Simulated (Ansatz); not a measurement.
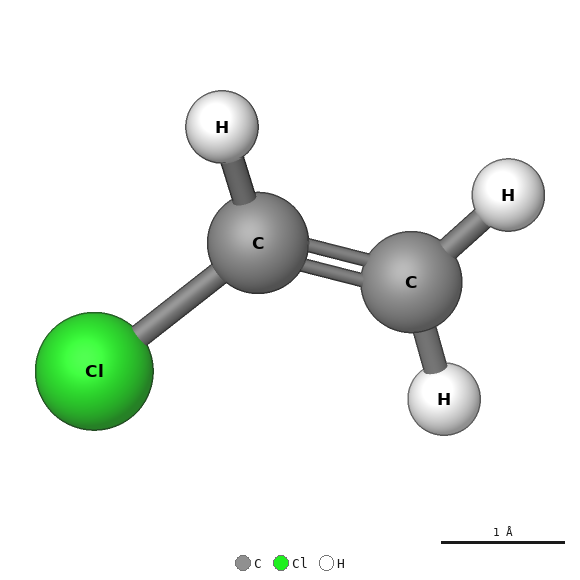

Rendered structure (ball-and-stick style).

The geometry was computed by an optimisation with PBE0-D4/def2-TZVP.

**What is the molecular formula?**

C2H3Cl, 6 atoms: 2 carbon, 3 hydrogen and 1 chlorine.

**How many atoms are distinct by symmetry?**

6: 1 C, 1 C, 1 Cl, 1 H, 1 H, 1 H.

**What is the point group of this geometry?**

Cs.

**Give a SMILES string for it.**

C=CCl

**How many bonds of each kind are drawn?**

3 C–H, 1 C–C, 1 C–Cl.

More results for the same structure follow; atom numbers are the same in all pictures, views and colours differ.

Electronic properties

Method: RKS B3LYP-D4/def2-TZVPP (Ansatz 0.2.0).

**What is the vertical ionisation energy?**

9.96 eV.

**What is the LUMO energy (Kohn–Sham orbital)?**

−0.50 eV.

**Give the dipole moment at this level.**

1.35 D.

**Estimate the HOMO energy (Kohn–Sham orbital).**

−7.33 eV.

Charges

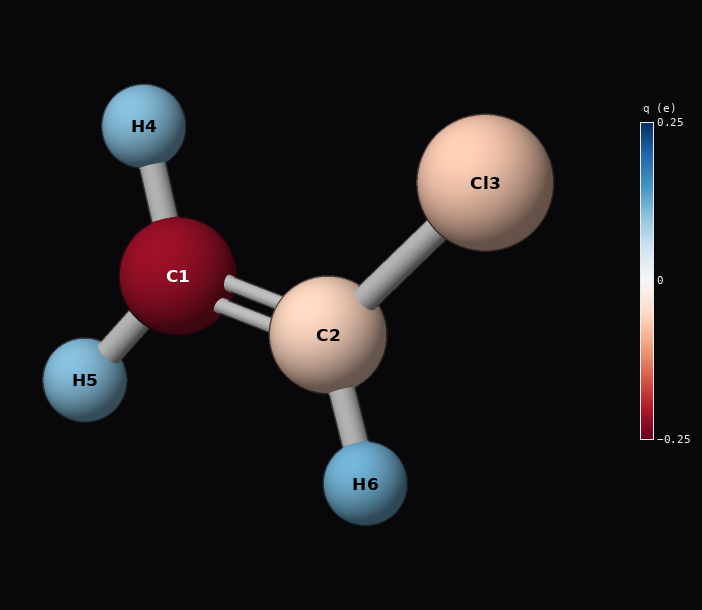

Atoms are coloured by their Mulliken charges. Properties computed with RKS ωB97M-V/def2-TZVPP (Ansatz 0.2.0).

Give the Mulliken charges atom by atom.

```
atom  value (e)
  C1      −0.22
  C2      −0.05
 Cl3      −0.07
  H4       0.11
  H5       0.11
  H6       0.12
```

Vibrations

Harmonic vibrations computed with RKS PBE0-D4/def2-TZVP (Ansatz 0.2.0) at a stationary point of the same level.

**List the wavenumbers.**

12 modes: 400, 643, 737, 931, 984, 1044, 1302, 1403, 1684, 3172, 3220, 3268 cm⁻¹.

Mulliken values depend strongly on the basis set and can even reverse the polarity of a bond.
